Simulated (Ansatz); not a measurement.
**Cl₂H₃NSi + HCl: a complex and its separated parts**

Aim: how far the complex at one end of a reaction step lies below its separated, relaxed parts, level by level.

Computed with Ansatz 0.2.0, Gaussian basis. Level: PBE0-D4/def2-TZVP structures, single points in def2-TZVPP, no counterpoise correction.

Levels: SPW92, PBE-D4, BLYP-D4, r2SCAN-D4, B97M-V, PBE0-D4, B3LYP-D4, r2SCAN0-D4, BHLYP-D4, CAM-B3LYP-D4, wB97X-V, wB97M-V, B2PLYP, PBE-QIDH, RPA on PBE, Hartree-Fock, MP2, CCSD, CCSD(T).

Cores are frozen in the correlated methods. B3LYP uses VWN-RPA correlation. B2PLYP carries no dispersion term here.

94 further runs of the same task are left out: 94 set aside as unsound or not needed. Runs told in other sessions of the task aren't counted.

## Step 1: Starting geometry

The complex: 9 atoms, charge 0, spin multiplicity 1.

Atoms are counted from 1 here; the program's logs count them from 0.

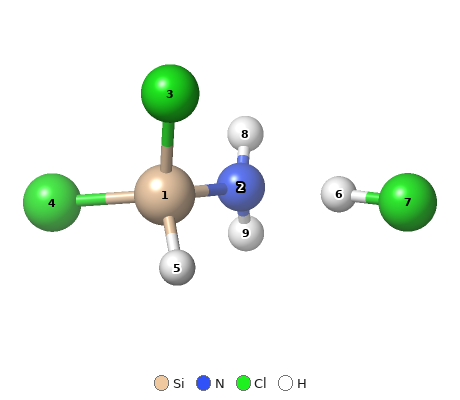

Start geometry, drawn with silicon light orange, nitrogen blue, chlorine green, hydrogen white; atoms are numbered from 1 in the order of the file.

Coordinates:

```xyz
9
Cl3H4NSi
Si   -0.8529   -0.6637    0.2187
N     0.7497   -0.0494    0.3344
Cl   -1.1013   -1.2701   -1.7034
Cl   -1.2053   -2.2514    1.4594
H    -1.8071    0.3982    0.5706
H     0.8230    1.5189   -0.6921
Cl    0.8689    2.6451   -1.3647
H     1.4847   -0.6189   -0.0653
H     1.0404    0.2912    1.2424
```

Its parts: Cl₂H₃NSi holds atoms 1, 2, 3, 4, 5, 8, 9; HCl holds atoms 6, 7. Each part counts its atoms afresh in its own runs.

## Step 2: Relaxing Cl₂H₃NSi alone

Input file relax-a/in.yaml:

```yaml
crystal:
  periodic: [false, false, false]
  atoms:
    - {symbol: Si, position_ang: [-0.852863, -0.663663, 0.218720]}
    - {symbol: N, position_ang: [0.749658, -0.049397, 0.334385]}
    - {symbol: Cl, position_ang: [-1.101313, -1.270145, -1.703399]}
    - {symbol: Cl, position_ang: [-1.205278, -2.251420, 1.459446]}
    - {symbol: H, position_ang: [-1.807099, 0.398163, 0.570647]}
    - {symbol: H, position_ang: [1.484701, -0.618891, -0.065330]}
    - {symbol: H, position_ang: [1.040356, 0.291231, 1.242427]}
basis:
  gaussian: {orbitals: def2-TZVP}
hamiltonian: {xc: pbe0, dispersion: d4}
relax: {f_tol: 0.005, max_steps: 200}
```

The run is started by

```
ansatz run in.yaml --threads 8 --pin off --events-out ev --progress --plain --max-ram 19148MiB
```

The log of the run, cut to the lines that bear on the results:

```text
Functional definition: PBE0
  name "PBE0"
  cite "Adamo & Barone, J. Chem. Phys. 110, 6158 (1999) doi:10.1063/1.478522"
  cite "Perdew, Burke & Ernzerhof, Phys. Rev. Lett. 77, 3865 (1996) doi:10.1103/PhysRevLett.77.3865"
  parent pbe
[...]
1091 factors; their error is unknown
[...]
mean field -34454.07869189 eV, -1266.1640381137 hartree, gradient 3.9e-5 eV, S^2 0.000000; 0 other end points of the search recorded, 0 dependent functions left out
[...]
reference -34454.07872053 eV, -1266.1640391661 hartree; 29, 29 occupied and 131, 131 virtual orbitals, 1091 factors
[...]
Total energy: -34454.26248889 eV, -1266.1707925290 hartree
Atom 0 at    -0.832914    -0.675083     0.233899 Å, force    -0.000469     0.000805     0.001425 eV/Å
Atom 1 at     0.753739    -0.102845     0.364595 Å, force    -0.000217    -0.000602    -0.000883 eV/Å
Atom 2 at    -1.111969    -1.273171    -1.697261 Å, force     0.000165     0.000038    -0.000353 eV/Å
Atom 3 at    -1.279277    -2.285306     1.431416 Å, force     0.000135     0.000076    -0.000194 eV/Å
Atom 4 at    -1.785116     0.387339     0.597293 Å, force     0.000139    -0.000400    -0.000240 eV/Å
Atom 5 at     1.515393    -0.599775    -0.068939 Å, force     0.000358     0.000174     0.000375 eV/Å
Atom 6 at     1.048305     0.384720     1.195893 Å, force    -0.000110    -0.000091    -0.000130 eV/Å
Dipole moment:     0.377890     0.253057     0.179305 e Å
```

Run time: 14 s. Hardware: 8 threads of Arm Neoverse V1, shared host.

Along the way: (the energy doesn't fall at every step)

| step | energy from step 1 (eV) | largest force component (eV/Å) |
| --- | --- | --- |
| 1 | 0.0000 | 0.7204 |
| 2 | -0.0110 | 0.2868 |
| 3 | -0.0161 | 0.1149 |
| 4 | -0.0185 | 0.2611 |
| 5 | -0.0171 | 0.4286 |
| 6 | -0.0206 | 0.0272 |
| 7 | -0.0210 | 0.0232 |
| 8 | -0.0210 | 0.0094 |
| 9 | -0.0210 | 0.0083 |
| 10 | -0.0210 | 0.0014 |

Close pairs (by a distance rule), those that changed most:

| bond | before (Å) | after (Å) | change (Å) |
| --- | --- | --- | --- |
| Si1–N2 | 1.720 | 1.692 | -0.028 |
| Si1–Cl4 | 2.046 | 2.056 | +0.010 |
| Si1–Cl3 | 2.031 | 2.041 | +0.010 |
| N2–H7 | 1.012 | 1.008 | -0.005 |
| N2–H6 | 1.012 | 1.007 | -0.005 |
| Si1–H5 | 1.470 | 1.472 | +0.002 |

## Step 3: Relaxing HCl alone

Input file relax-b/in.yaml:

```yaml
crystal:
  periodic: [false, false, false]
  atoms:
    - {symbol: H, position_ang: [0.822952, 1.518912, -0.692082]}
    - {symbol: Cl, position_ang: [0.868887, 2.645111, -1.364713]}
basis:
  gaussian: {orbitals: def2-TZVP}
hamiltonian: {xc: pbe0, dispersion: d4}
relax: {f_tol: 0.005, max_steps: 200}
```

The run is started by

```
ansatz run in.yaml --threads 8 --pin off --events-out ev --progress --plain --max-ram 19148MiB
```

The log of the run, cut to the lines that bear on the results:

```text
Functional definition: PBE0
  name "PBE0"
  cite "Adamo & Barone, J. Chem. Phys. 110, 6158 (1999) doi:10.1063/1.478522"
  cite "Perdew, Burke & Ernzerhof, Phys. Rev. Lett. 77, 3865 (1996) doi:10.1103/PhysRevLett.77.3865"
  parent pbe
[...]
312 factors; their error is unknown
[...]
mean field -12535.29912053 eV, -460.6637459487 hartree, gradient 4.3e-5 eV, S^2 0.000000; 0 other end points of the search recorded, 0 dependent functions left out
[...]
reference -12535.31647366 eV, -460.6643836645 hartree; 9, 9 occupied and 34, 34 virtual orbitals, 312 factors
Total energy: -12535.32105161 eV, -460.6645519010 hartree
Atom 0 at     0.823541     1.533351    -0.700706 Å, force     0.000060     0.001468    -0.000877 eV/Å
Atom 1 at     0.868298     2.630672    -1.356089 Å, force    -0.000060    -0.001468     0.000877 eV/Å
Dipole moment:    -0.009191    -0.225334     0.134582 e Å
```

Run time: 0.55 s. Hardware: 8 threads of Arm Neoverse V1, shared host.

The steps of the relaxation:

| step | energy from step 1 (eV) | largest force component (eV/Å) |
| --- | --- | --- |
| 1 | 0.0000 | 0.8548 |
| 2 | -0.0146 | 0.3505 |
| 3 | -0.0173 | 0.0202 |
| 4 | -0.0173 | 0.0015 |

The bond:

| bond | before (Å) | after (Å) | change (Å) |
| --- | --- | --- | --- |
| H1–Cl2 | 1.313 | 1.279 | -0.034 |

## Step 4: SPW92/def2-TZVPP

Input file parta/in.yaml:

```yaml
crystal:
  periodic: [false, false, false]
  atoms:
    - {symbol: Si, position_ang: [-0.832914, -0.675083, 0.233899]}
    - {symbol: N, position_ang: [0.753739, -0.102845, 0.364595]}
    - {symbol: Cl, position_ang: [-1.111969, -1.273171, -1.697261]}
    - {symbol: Cl, position_ang: [-1.279277, -2.285306, 1.431416]}
    - {symbol: H, position_ang: [-1.785116, 0.387339, 0.597293]}
    - {symbol: H, position_ang: [1.515393, -0.599775, -0.068939]}
    - {symbol: H, position_ang: [1.048305, 0.384720, 1.195893]}
basis:
  gaussian: {orbitals: def2-TZVPP}
hamiltonian: {xc: lda}
```

Input file partb/in.yaml:

```yaml
crystal:
  periodic: [false, false, false]
  atoms:
    - {symbol: H, position_ang: [0.823541, 1.533351, -0.700706]}
    - {symbol: Cl, position_ang: [0.868298, 2.630672, -1.356089]}
basis:
  gaussian: {orbitals: def2-TZVPP}
hamiltonian: {xc: lda}
```

One command serves all of them, each in its own folder.

The run is started by

```
ansatz run in.yaml --threads 8 --pin off --events-out ev --progress --plain --max-ram 19148MiB
```

parta printed, cut to the lines that bear on the results:

```text
Functional definition: SPW92
  name "SPW92"
  cite "Dirac, Proc. Camb. Phil. Soc. 26, 376 (1930) doi:10.1017/S0305004100016108"
  cite "Slater, Phys. Rev. 81, 385 (1951) doi:10.1103/PhysRev.81.385"
  cite "Perdew & Wang, Phys. Rev. B 45, 13244 (1992) doi:10.1103/PhysRevB.45.13244"
[...]
1208 factors; their error is unknown
[...]
mean field -34342.43282478 eV, -1262.0611281736 hartree, gradient 7.5e-5 eV, S^2 0.000000; 0 other end points of the search recorded, 0 dependent functions left out
reference -34342.43286069 eV, -1262.0611294932 hartree; 29, 29 occupied and 170, 170 virtual orbitals, 1208 factors
Total energy: -34342.43286069 eV, -1262.0611294932 hartree
```

partb printed, cut to the lines that bear on the results:

```text
Functional definition: SPW92
  name "SPW92"
  cite "Dirac, Proc. Camb. Phil. Soc. 26, 376 (1930) doi:10.1017/S0305004100016108"
  cite "Slater, Phys. Rev. 81, 385 (1951) doi:10.1103/PhysRev.81.385"
  cite "Perdew & Wang, Phys. Rev. B 45, 13244 (1992) doi:10.1103/PhysRevB.45.13244"
[...]
353 factors; their error is unknown
[...]
mean field -12498.56390248 eV, -459.3137515854 hartree, gradient 5.7e-5 eV, S^2 0.000000; 0 other end points of the search recorded, 0 dependent functions left out
reference -12498.56392189 eV, -459.3137522987 hartree; 9, 9 occupied and 47, 47 virtual orbitals, 353 factors
Total energy: -12498.56392189 eV, -459.3137522987 hartree
```

They took 0.65 s (parta), 0.1 s (partb) on 8 threads of Arm Neoverse V1, shared host.

## Step 5: PBE-D4/def2-TZVPP

Each input of step 4 (parta, partb) changes in the same lines:

```diff
-hamiltonian: {xc: lda}
+hamiltonian: {xc: pbe, dispersion: d4}
```

The same command starts each run, in its folder.

The run is started by

```
ansatz run in.yaml --threads 8 --pin off --events-out ev --progress --plain --max-ram 19148MiB
```

Output in parta, cut to the lines that bear on the results:

```text
Functional definition: PBE
  name "PBE"
  cite "Perdew, Burke & Ernzerhof, Phys. Rev. Lett. 77, 3865 (1996) doi:10.1103/PhysRevLett.77.3865"
  parent pbe
[...]
1208 factors; their error is unknown
[...]
mean field -34451.19820285 eV, -1266.0581820939 hartree, gradient 6.6e-5 eV, S^2 0.000000; 0 other end points of the search recorded, 0 dependent functions left out
reference -34451.19824106 eV, -1266.0581834980 hartree; 29, 29 occupied and 170, 170 virtual orbitals, 1208 factors
Total energy: -34451.39021970 eV, -1266.0652385830 hartree
```

Log of partb, cut to the lines that bear on the results:

```text
Functional definition: PBE
  name "PBE"
  cite "Perdew, Burke & Ernzerhof, Phys. Rev. Lett. 77, 3865 (1996) doi:10.1103/PhysRevLett.77.3865"
  parent pbe
[...]
353 factors; their error is unknown
[...]
mean field -12534.30964920 eV, -460.6273835477 hartree, gradient 8.1e-5 eV, S^2 0.000000; 0 other end points of the search recorded, 0 dependent functions left out
reference -12534.30967010 eV, -460.6273843160 hartree; 9, 9 occupied and 47, 47 virtual orbitals, 353 factors
Total energy: -12534.31533132 eV, -460.6275923619 hartree
```

Times: 0.95 s (parta), 0.15 s (partb) on 8 threads of Arm Neoverse V1, shared host.

## Step 6: BLYP-D4/def2-TZVPP

Each input of step 5 (parta, partb) changes in the same lines:

```diff
-hamiltonian: {xc: pbe, dispersion: d4}
+hamiltonian: {xc: {name: BLYP}, dispersion: d4}
```

One command serves all of them, each in its own folder.

The run is started by

```
ansatz run in.yaml --threads 8 --pin off --events-out ev --progress --plain --max-ram 19148MiB
```

Log of parta, cut to the lines that bear on the results:

```text
Functional definition: BLYP
  name "BLYP"
  cite "Becke, Phys. Rev. A 38, 3098 (1988) doi:10.1103/PhysRevA.38.3098"
  cite "Lee, Yang & Parr, Phys. Rev. B 37, 785 (1988) doi:10.1103/PhysRevB.37.785"
[...]
1208 factors; their error is unknown
[...]
mean field -34466.51225639 eV, -1266.6209631811 hartree, gradient 6.4e-5 eV, S^2 0.000000; 0 other end points of the search recorded, 0 dependent functions left out
reference -34466.51260390 eV, -1266.6209759521 hartree; 29, 29 occupied and 170, 170 virtual orbitals, 1208 factors
Total energy: -34466.93294719 eV, -1266.6364232828 hartree
```

partb printed, cut to the lines that bear on the results:

```text
Functional definition: BLYP
  name "BLYP"
  cite "Becke, Phys. Rev. A 38, 3098 (1988) doi:10.1103/PhysRevA.38.3098"
  cite "Lee, Yang & Parr, Phys. Rev. B 37, 785 (1988) doi:10.1103/PhysRevB.37.785"
[...]
353 factors; their error is unknown
[...]
mean field -12539.38862959 eV, -460.8140326347 hartree, gradient 4.5e-5 eV, S^2 0.000000; 0 other end points of the search recorded, 0 dependent functions left out
reference -12539.38883392 eV, -460.8140401434 hartree; 9, 9 occupied and 47, 47 virtual orbitals, 353 factors
Total energy: -12539.40232319 eV, -460.8145358651 hartree
```

They took 0.96 s (parta), 0.15 s (partb) on 8 threads of Arm Neoverse V1, shared host.

## Step 7: r2SCAN-D4/def2-TZVPP

The same edit goes into each in.yaml of step 6 (parta, partb):

```diff
-hamiltonian: {xc: {name: BLYP}, dispersion: d4}
+hamiltonian: {xc: r2scan, dispersion: d4}
```

One command serves all of them, each in its own folder.

The run is started by

```
ansatz run in.yaml --threads 8 --pin off --events-out ev --progress --plain --max-ram 19148MiB
```

Output in parta, cut to the lines that bear on the results:

```text
Functional definition: r2SCAN
  name "r2SCAN"
  cite "Furness, Kaplan, Ning, Perdew & Sun, J. Phys. Chem. Lett. 11, 8208 (2020) doi:10.1021/acs.jpclett.0c02405"
  cite "Furness, Kaplan, Ning, Perdew & Sun, J. Phys. Chem. Lett. 11, 9248 (2020) doi:10.1021/acs.jpclett.0c03077"
  parent r2scan
[...]
1208 factors; their error is unknown
[...]
mean field -34464.29966028 eV, -1266.5396517741 hartree, gradient 4.9e-5 eV, S^2 0.000000; 0 other end points of the search recorded, 0 dependent functions left out
reference -34464.29967031 eV, -1266.5396521426 hartree; 29, 29 occupied and 170, 170 virtual orbitals, 1208 factors
Total energy: -34464.34323242 eV, -1266.5412530206 hartree
```

partb printed, cut to the lines that bear on the results:

```text
Functional definition: r2SCAN
  name "r2SCAN"
  cite "Furness, Kaplan, Ning, Perdew & Sun, J. Phys. Chem. Lett. 11, 8208 (2020) doi:10.1021/acs.jpclett.0c02405"
  cite "Furness, Kaplan, Ning, Perdew & Sun, J. Phys. Chem. Lett. 11, 9248 (2020) doi:10.1021/acs.jpclett.0c03077"
  parent r2scan
[...]
353 factors; their error is unknown
[...]
mean field -12538.62224973 eV, -460.7858686941 hartree, gradient 3.1e-5 eV, S^2 0.000000; 0 other end points of the search recorded, 0 dependent functions left out
reference -12538.62225506 eV, -460.7858688900 hartree; 9, 9 occupied and 47, 47 virtual orbitals, 353 factors
Total energy: -12538.62352102 eV, -460.7859154132 hartree
```

Wall times: 2.1 s (parta), 0.45 s (partb) on 8 threads of Arm Neoverse V1, shared host.

## Step 8: B97M-V/def2-TZVPP

The same edit goes into each in.yaml of step 7 (parta, partb):

```diff
-hamiltonian: {xc: r2scan, dispersion: d4}
+hamiltonian: {xc: {name: B97M-V}}
```

Each run has its own folder and the same command.

The run is started by

```
ansatz run in.yaml --threads 8 --pin off --events-out ev --progress --plain --max-ram 19148MiB
```

parta printed, cut to the lines that bear on the results:

```text
Functional definition: B97M-V
  name "B97M-V"
  cite "Mardirossian & Head-Gordon, J. Chem. Phys. 142, 074111 (2015) doi:10.1063/1.4907719"
  cite "Becke, J. Chem. Phys. 107, 8554 (1997) doi:10.1063/1.475007"
  cite "Vydrov & Van Voorhis, J. Chem. Phys. 133, 244103 (2010) doi:10.1063/1.3521275"
  # Of w^i u^j: cxij and so on, Table III.
[...]
  gx(w, u) = cx00 + cx01*u + cx02*u^2 + (cx10 + cx11*u)*w
[...]
  gos(w, u) = cos00 + cos01*u + cos03*u^3 + cos10*w + cos32*w^3*u^2
[...]
      + integral(e_c_pw_mod_opposite_spin*gos(b97_w_opposite, b97_u_opposite)) + vv10(b, c)
1208 factors; their error is unknown
[...]
mean field -34458.72220641 eV, -1266.3346841248 hartree, gradient 5.7e-5 eV, S^2 0.000000; 0 other end points of the search recorded, 0 dependent functions left out
reference -34458.72225828 eV, -1266.3346860311 hartree; 29, 29 occupied and 170, 170 virtual orbitals, 1208 factors
Total energy: -34458.72225828 eV, -1266.3346860311 hartree
```

Output in partb, cut to the lines that bear on the results:

```text
Functional definition: B97M-V
  name "B97M-V"
  cite "Mardirossian & Head-Gordon, J. Chem. Phys. 142, 074111 (2015) doi:10.1063/1.4907719"
  cite "Becke, J. Chem. Phys. 107, 8554 (1997) doi:10.1063/1.475007"
  cite "Vydrov & Van Voorhis, J. Chem. Phys. 133, 244103 (2010) doi:10.1063/1.3521275"
  # Of w^i u^j: cxij and so on, Table III.
[...]
  gx(w, u) = cx00 + cx01*u + cx02*u^2 + (cx10 + cx11*u)*w
[...]
  gos(w, u) = cos00 + cos01*u + cos03*u^3 + cos10*w + cos32*w^3*u^2
[...]
      + integral(e_c_pw_mod_opposite_spin*gos(b97_w_opposite, b97_u_opposite)) + vv10(b, c)
353 factors; their error is unknown
[...]
mean field -12536.22647051 eV, -460.6978254319 hartree, gradient 1.2e-5 eV, S^2 0.000000; 0 other end points of the search recorded, 0 dependent functions left out
reference -12536.22649864 eV, -460.6978264656 hartree; 9, 9 occupied and 47, 47 virtual orbitals, 353 factors
Total energy: -12536.22649864 eV, -460.6978264656 hartree
```

They took 3.5 s (parta), 0.3 s (partb) on 8 threads of Arm Neoverse V1, shared host.

## Step 9: PBE0-D4/def2-TZVPP

The same edit goes into each in.yaml of step 8 (parta, partb):

```diff
-hamiltonian: {xc: {name: B97M-V}}
+hamiltonian: {xc: pbe0, dispersion: d4}
+output: {orbitals: {seedname: orbitals}}
```

Each run has its own folder and the same command.

The run is started by

```
ansatz run in.yaml --threads 8 --pin off --events-out ev --progress --plain --max-ram 19148MiB
```

parta printed, cut to the lines that bear on the results:

```text
Functional definition: PBE0
  name "PBE0"
  cite "Adamo & Barone, J. Chem. Phys. 110, 6158 (1999) doi:10.1063/1.478522"
  cite "Perdew, Burke & Ernzerhof, Phys. Rev. Lett. 77, 3865 (1996) doi:10.1103/PhysRevLett.77.3865"
  parent pbe
[...]
1273 factors; their error is unknown
[...]
mean field -34454.15742192 eV, -1266.1669313890 hartree, gradient 2.8e-5 eV, S^2 0.000000; 0 other end points of the search recorded, 0 dependent functions left out
reference -34454.15745088 eV, -1266.1669324530 hartree; 29, 29 occupied and 170, 170 virtual orbitals, 1273 factors
Total energy: -34454.32005278 eV, -1266.1729079627 hartree
```

Output in partb, cut to the lines that bear on the results:

```text
Functional definition: PBE0
  name "PBE0"
  cite "Adamo & Barone, J. Chem. Phys. 110, 6158 (1999) doi:10.1063/1.478522"
  cite "Perdew, Burke & Ernzerhof, Phys. Rev. Lett. 77, 3865 (1996) doi:10.1103/PhysRevLett.77.3865"
  parent pbe
[...]
384 factors; their error is unknown
[...]
mean field -12535.34597374 eV, -460.6654677723 hartree, gradient 3.7e-5 eV, S^2 0.000000; 0 other end points of the search recorded, 0 dependent functions left out
reference -12535.34598939 eV, -460.6654683473 hartree; 9, 9 occupied and 47, 47 virtual orbitals, 384 factors
Total energy: -12535.35056734 eV, -460.6656365839 hartree
```

They took 1.4 s (parta), 0.15 s (partb) on 8 threads of Arm Neoverse V1, shared host.

(Part 1 of 3 ends here.)
